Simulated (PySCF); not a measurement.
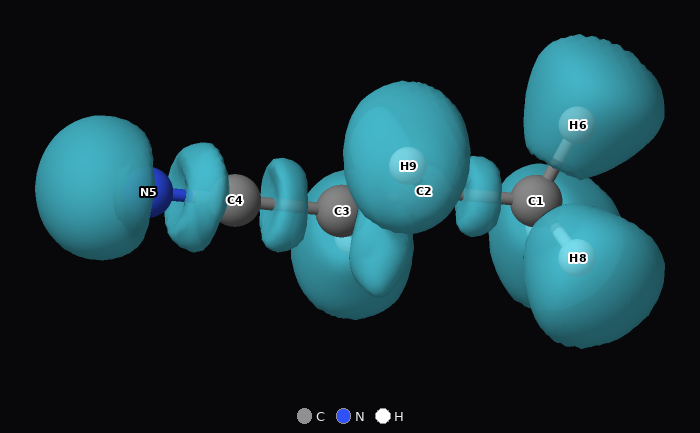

Figure. C4H5N (trans-crotononitrile). Isosurface of the electron localisation function at 0.8 (cyan), seen from one side. Core shells and regions of very low density are left out.

Geometry: PBE0-D3(BJ)/def2-SVP.

These are results of PySCF 2.14.0, density-fitted response routines, DFT single point, gas phase, functional wB97X, not measurements.

```xyz
10

C    -1.3749    0.0718    0.6914
C    -0.1614   -0.3941   -0.0283
C     0.8880    0.3846   -0.3377
C     2.0353   -0.1036   -1.0305
N     2.9753   -0.4855   -1.5935
H    -2.2771   -0.0979    0.0805
H    -1.3205    1.1397    0.9456
H    -1.5183   -0.5032    1.6214
H    -0.1288   -1.4494   -0.3231
H     0.9022    1.4453   -0.0644
```

Q: Identify the bonds, lone pairs and shells in this picture.

A: The ELF exceeds this value in three regions between bonded C–C atoms (shared pairs), one region between bonded C–N atoms (shared pairs), five regions around hydrogen nuclei and one lobe on N, pointing away from the bonds (lone pairs). Profiles from the grid: C–N (1.16 Å): the ELF peaks at about 0.85 between the atoms; a multiple bond. C–C (1.34 Å): the ELF peaks at about 0.95 between the atoms; a multiple bond.
